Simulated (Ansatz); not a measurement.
**Fields on a plane of CuAu (CuAu type, space group P4/mmm)**

```xyz
2
Lattice="2.8815 0.0000 0.0000 0.0000 2.8815 0.0000 0.0000 0.0000 3.6148" Properties=species:S:1:pos:R:3 pbc="T T T"
Cu     1.4408     1.4408     1.8074
Au     0.0000     0.0000     0.0000
```

The slice is a (010) plane (indices of the conventional cell) through the point (0.500, 0.500, 0.500) (fractional), spanned by u = [100] and v = [001] in vectors of this cell: u (2.88 Å) and v (3.61 Å, at 90° to u). It covers one period; positions are fractions (u, v).

Atoms on it: Cu at (0.00, 0.00).

Calculation: PBE (plane waves to 420 eV, PAW, scalar-relativistic; Ansatz, a program for electronic structure). k mesh 16×16×13. These are valence fields of a PAW run, semicore shells included where kept as valence: close to a nucleus they are smooth pseudo fields. CuAu is run without spin polarisation. CuAu was relaxed with its symmetry unable to fall. Spin-orbit coupling is left out, though Au is heavy.

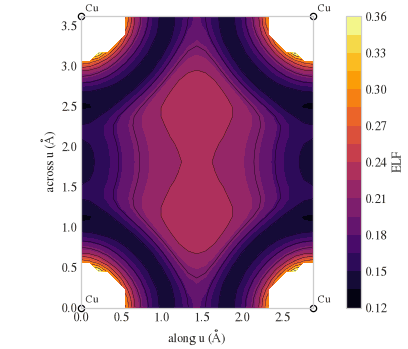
Electron localisation function (ELF), one period of the plane, atoms marked. Points within 0.5 Å of a nucleus are left white, as the pseudised field means little there.

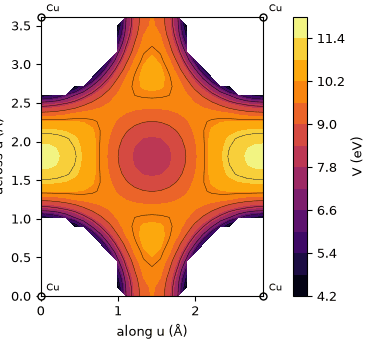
*Electrostatic potential energy of an electron, from the cell's mean, in eV, one period of the plane, atoms marked. Points within 1 Å of a nucleus are left white, as the pseudised field means little there. The zero, the cell's mean, hangs on the PAW cores.*

| Quantity | Result |
|---|---|
| Density on the Cu–Cu line (2.88 Å) at its midpoint | 0.17 e/Å³ |
| ELF at that point | 0.18 |
